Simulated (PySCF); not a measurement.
System: C₄H₆GeOS (SMILES Oc1ccs[c]1[GeH3]).

The calculation's input:

```
{"job": {"kind": "uv", "xc": "wB97X-D", "basis": "def2-SVPD", "nstates": 8, "ntriplets": 3}, "charge": 0, "multiplicity": 1}
O      0.459921     1.767648    -0.059286
C     -0.330753     0.658804    -0.084942
C     -1.731995     0.610174    -0.260318
C     -2.192402    -0.668845    -0.231615
S     -0.935076    -1.810452     0.008384
C      0.255818    -0.564290     0.073470
Ge     2.157520    -0.727648     0.317781
H     -0.074387     2.558471    -0.185434
H     -2.357225     1.475835    -0.398604
H     -3.202415    -1.011834    -0.336079
H      2.564513     0.017927     1.541733
H      2.524387    -2.165559     0.456112
H      2.857708    -0.139745    -0.858929
```

Run with:

```sh
OMP_NUM_THREADS=1 python probes_run.py task.json out
```

Geometry: GFN2-xTB.

Computed with wB97X-D/def2-SVPD, SCF density, gas phase (PySCF).

> Predict the electron density and electron localisation function between the atoms.

C–C (1.36 Å): ρ at the midpoint is about 2.2 e/Å³; the ELF peaks at about 0.95 between the atoms, as expected for localised, covalent bonding.
C–O (1.36 Å): the density is about 2.3 e/Å³ at the midpoint, with its minimum of 1.9 e/Å³ about 0.5 Å from C; the ELF peaks at about 0.90 between the atoms: a shared but strongly polarised pair.
C–S (1.72 Å): the density is about 1.5 e/Å³ at the midpoint; the ELF peaks at about 0.90 between the atoms (a covalent bond).
C–Ge (1.92 Å): ρ is about 0.9 e/Å³ halfway; the ELF peaks at about 0.95 in the valence shell of C, 0.7 Å from its nucleus, and is about 0.65 at the midpoint.

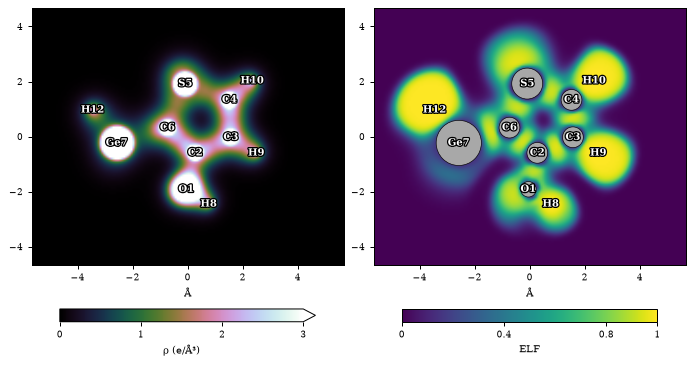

Computed electron density and electron localisation function on the plane of atoms O1, C2 and C3, in this order. Grey discs cover the atomic cores in the ELF map. 
